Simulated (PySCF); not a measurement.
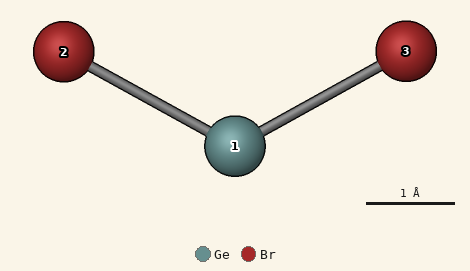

Fig. 1: The input geometry (ball-and-stick view, seen on its broad side; atoms are numbered from 1 in the order of the input). Sticks mark near contacts. Bond lengths as drawn: Br–Ge 2.23 Å.

Run report: GeBr₂ (charge +1), frequency calculation

- system: GeBr₂, charge +1, multiplicity 2
- method: UKS-based PBE0, Ge def2-TZVP, Br def2-TZVP; non-relativistic Hamiltonian; density fitting (PySCF 2.14.0)

## Output
```
init E= -7224.20137230843
  alpha nocc = 51  HOMO = -0.50723785826984  LUMO = -0.314870889623785
  beta  nocc = 50  HOMO = -0.53291611000303  LUMO = -0.405270033292602
  HOMO = -0.50723785827  LUMO = -0.405270033293  gap/eV = 2.77469
cycle= 1 E= -7224.20137230845  delta_E= -2.18e-11  |g|= 2.37e-06  |ddm|= 4.12e-06
  alpha nocc = 51  HOMO = -0.507237606765123  LUMO = -0.314870647975891
  beta  nocc = 50  HOMO = -0.532915759068682  LUMO = -0.405269808594035
  HOMO = -0.507237606765  LUMO = -0.405269808594  gap/eV = 2.77469
Extra cycle  E= -7224.20137230847  delta_E= -1.46e-11  |g|= 2.4e-06  |ddm|= 2.69e-06
converged SCF energy = -7224.20137230847  <S^2> = 0.7570745  2S+1 = 2.007062
```

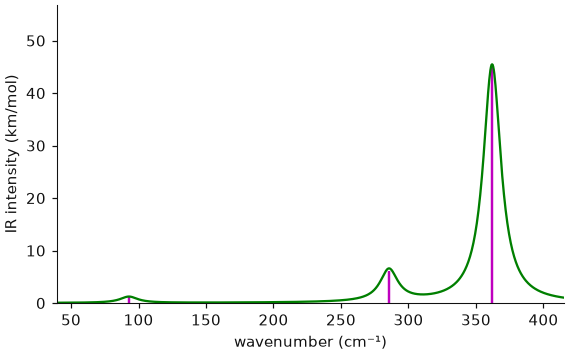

Fig. 2: Harmonic infrared spectrum, unscaled: sticks (degenerate modes added up, dark ones marked on the axis) with a Lorentzian envelope of 16 cm⁻¹ full width, scaled to the tallest stick. 3 modes from 93 to 362 cm⁻¹, none imaginary. The strongest line is at 362 cm⁻¹ (45 km/mol). All modes, in cm⁻¹ (km/mol): 93 (1.2), 286 (6.1), 362 (45).

This output came from the following input.

## Input file
```python
from pyscf import gto, scf, dft
mol = gto.M(atom='''
Ge     0.000000     0.000000    -0.738116
Br     1.952079     0.000000     0.345711
Br    -1.952079     0.000000     0.345711''',
    basis={'Ge': 'def2-TZVP', 'Br': 'def2-TZVP'},
    charge=1, spin=1)
mf = dft.UKS(mol, xc='PBE0')
mf.grids.atom_grid = (75, 302)
aux = {'Ge': 'def2-universal-JKFIT', 'Br': 'def2-universal-JKFIT'}
mf = mf.density_fit(auxbasis=aux)
mf.conv_tol = 1e-09
mf.diis_space = 10
mf.max_cycle = 60
mf.verbose = 4
mf.kernel()
```

The script is an equivalent of the set-up of the self-consistent field. The run itself was carried out by a driver, which started from the orbitals of the step before it where there was one and computed the further properties.

Command:
```bash
OMP_NUM_THREADS=4 python axn.py task.json out
```

## Results in brief

```json
{"quantity": "outcome", "value": "converged"}
{"quantity": "total energy", "value": "−7224.201372 hartree"}
{"quantity": "⟨S²⟩", "value": "0.757"}
{"quantity": "zero-point energy", "value": "0.001687 hartree"}
{"quantity": "wavenumbers, lowest and highest", "value": "93 and 362 cm⁻¹"}
{"quantity": "hardware", "value": "4 threads of Intel Xeon (Granite Rapids), 16 GiB of memory available, shared host"}
{"quantity": "wall time", "value": "47 s (CPU time 2.6 min)"}
{"quantity": "peak memory", "value": "1.2 GiB"}
```
